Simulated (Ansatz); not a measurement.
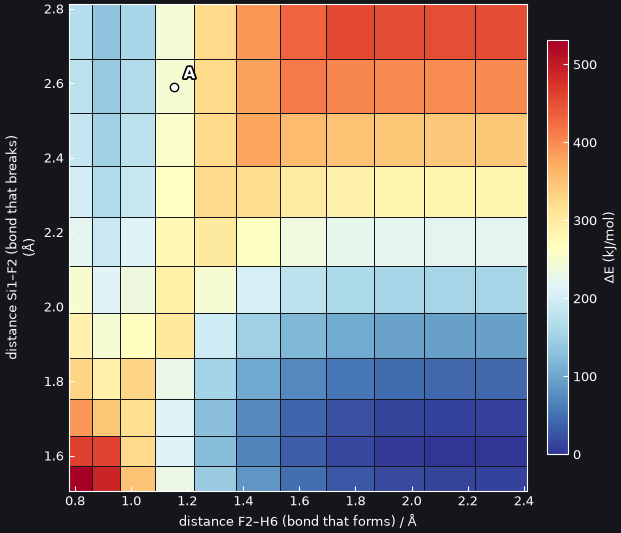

The reacting system CH₇FSi (fragments FH₃Si + CH₄ where the first distance is long, CH₆Si + FH where the second is long). The first coordinate is: distance F2–H6 (bond that forms); the second: distance Si1–F2 (bond that breaks). Relaxed at each point: all other coordinates. Grid: 11 × 11 points. Points are written as (first, second). Energies are in kJ/mol, from the lowest grid point. Energies and slopes of some neighbouring points disagree (a jump in structure or state, or too coarse a mesh). The reference is spin-restricted, so regions where a bond is pulled apart into radicals lie too high. Level of theory: Ansatz, RKS BHLYP-D4/def2-SVP.

In the figure: one coloured cell a grid point, the point A.

Question: Which way does the force act at A, and how strong is it?

Answer: A, at (1.152 Å, 2.591 Å), is not a stationary point. The computed force is 570 kJ/mol for each Å towards smaller values of the first coordinate and 39 kJ/mol for each Å towards larger values of the second coordinate.
